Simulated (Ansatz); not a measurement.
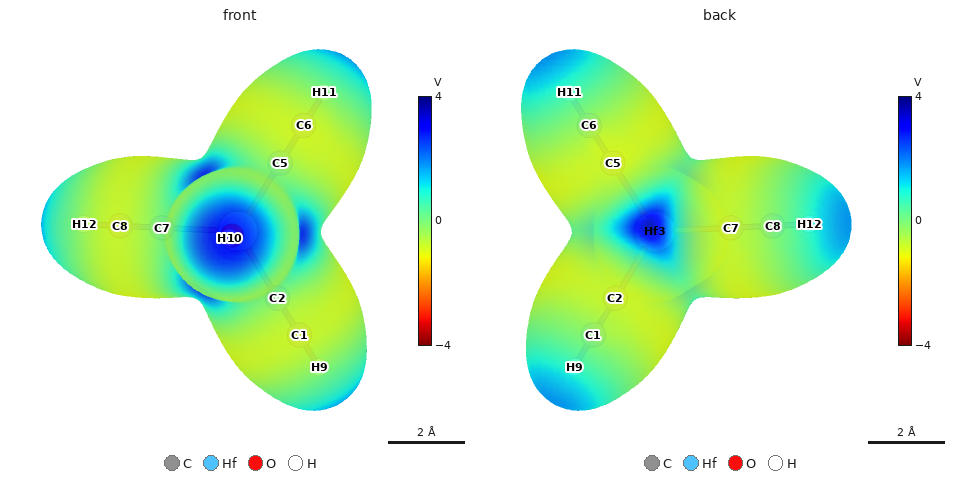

The picture shows: C6H4HfO (SMILES C#[C][Hf]([OH])([C]#C)[C]#C). The electrostatic potential painted on the density surface at 0.002 e/bohr³, seen from the front and from behind; red is negative and blue positive.

Geometry: PBE0-D4/def2-TZVP; core potentials replace the inner electrons of Hf.

Computed with RKS PBE0-D4/def2-TZVPP (Ansatz 0.2.0).

```csv
atom,x (Å),y (Å),z (Å)
C,-2.6063,1.8607,0.6763
C,-1.7144,1.1490,0.2579
Hf,-0.0785,-0.1232,-0.4282
O,-0.4060,-0.6357,-2.2154
C,1.8060,0.9750,-0.3374
C,2.8497,1.5911,-0.2463
C,0.0431,-1.9140,0.8142
C,0.1175,-2.8870,1.5388
H,-3.3887,2.4858,1.0453
H,-0.5715,-0.8935,-3.1169
H,3.7660,2.1322,-0.1646
H,0.1831,-3.7404,2.1763
```

**Where is the surface potential most negative and most positive?**

The most negative region (about −0.9 V) lies over the C atoms, the most positive (about +3.1 V) over Hf3 and H10.
